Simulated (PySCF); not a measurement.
Consider C3H6O4Si.

The calculation's input:

```
{"job": {"kind": "uv", "xc": "PBE0", "basis": "def2-SVPD", "nstates": 8, "ntriplets": 3}, "charge": 0, "multiplicity": 1}
O      1.241884     0.998249    -1.454643
C      1.692036    -0.083835    -1.162197
Si     1.342250    -0.919675     0.532621
O      0.364318     0.017986     1.436057
C     -0.756780     0.723841     1.042603
C     -1.396388     0.134858    -0.192150
O     -0.964980    -0.833138    -0.760604
O     -2.482139     0.791562    -0.575471
H      2.323466    -0.615939    -1.904229
H      2.543200    -0.812248     1.356701
H      0.922391    -2.298056     0.317643
H     -1.490568     0.723896     1.857966
H     -0.490665     1.764206     0.813659
H     -2.848704     0.407823    -1.389860
```

Launched as:

```sh
OMP_NUM_THREADS=1 python probes_run.py task.json out
```

Geometry: GFN2-xTB.

Computed with PySCF, PBE0/def2-SVPD, SCF density, gas phase.

### Predict the electron density and electron localisation function between the atoms.

C–O (1.20 Å): ρ at the midpoint is about 3.4 e/Å³; the ELF peaks at about 0.85 between the atoms: a multiple bond.
C–C (1.51 Å): ρ is about 1.8 e/Å³ halfway; the ELF peaks at about 1 between the atoms (localised, covalent bonding).
O–H (0.97 Å): the density is about 3.7 e/Å³ at the midpoint; the ELF climbs to about 1 towards the hydrogen, as it does in any bond to H (an ordinary covalent bond to hydrogen).
C–O (1.33 Å): ρ is about 2.6 e/Å³ halfway; the ELF peaks at about 0.90 between the atoms (a polar covalent bond).

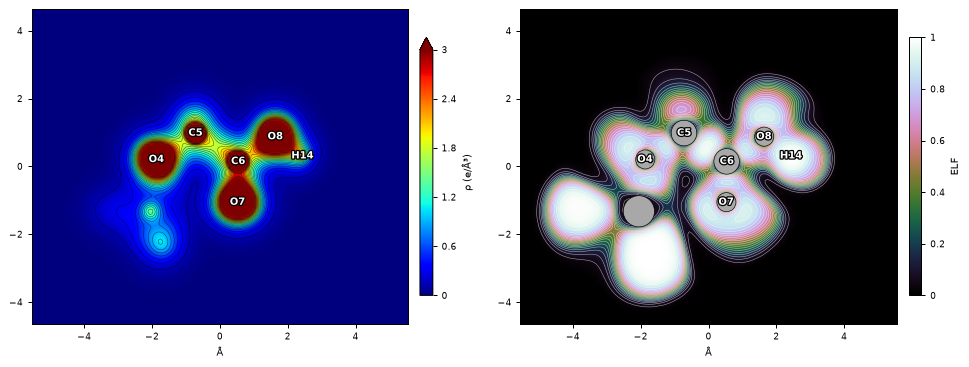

Computed electron density and electron localisation function on the plane of atoms O4, C5 and C6, in this order. Grey discs cover the atomic cores in the ELF map. 
